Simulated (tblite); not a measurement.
# C4H8OSi2: the cost of one run

The runs use tblite 0.8.0 and PySCF 2.14.0, with density-fitted response routines of our own; the level of theory stands in each step. All values are computed, except where a source is named. Atoms are numbered from 0 throughout.

### 1 The starting structure

15 atoms, charge 0, multiplicity 1; geometry from: force field or distance geometry start.

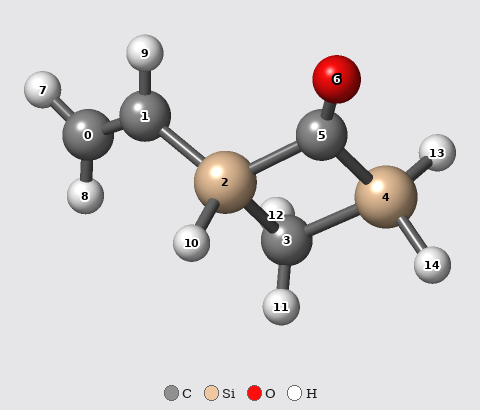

As it starts; carbon grey, silicon light orange, oxygen red, hydrogen white, atoms numbered.

### 2 Geometry optimisation with GFN2-xTB

Job settings and geometry (Å):

```
{"job": {"kind": "relax", "xc": "GFN2-xTB", "basis": "xTB"}, "charge": 0, "multiplicity": 1}
C      2.566600    -0.816700    -0.589500
C      1.758900    -0.476100     0.427400
Si     0.327300     0.631400     0.382100
C     -0.874800     0.247400    -1.082400
Si    -2.289500     0.164500     0.226500
C     -1.043700     0.285500     1.500400
O     -1.088000     0.168600     2.706900
H      3.403800    -1.483300    -0.433300
H      2.415100    -0.437900    -1.595300
H      1.961400    -0.890200     1.428000
H      0.731500     2.058700     0.324400
H     -0.976200     1.041500    -1.802400
H     -0.685200    -0.716700    -1.549900
H     -3.022200    -1.121600     0.121200
H     -3.189600     1.352800     0.086800
```

Launch:

```sh
> OMP_NUM_THREADS=1 python probes_run.py task.json out
```

This one command runs all jobs of the session in turn.

Q: Estimate the wall time and peak memory of this first job on 1 thread of Arm Neoverse N1, shared host.

About 1.4 s, with a peak of 0.18 GiB.
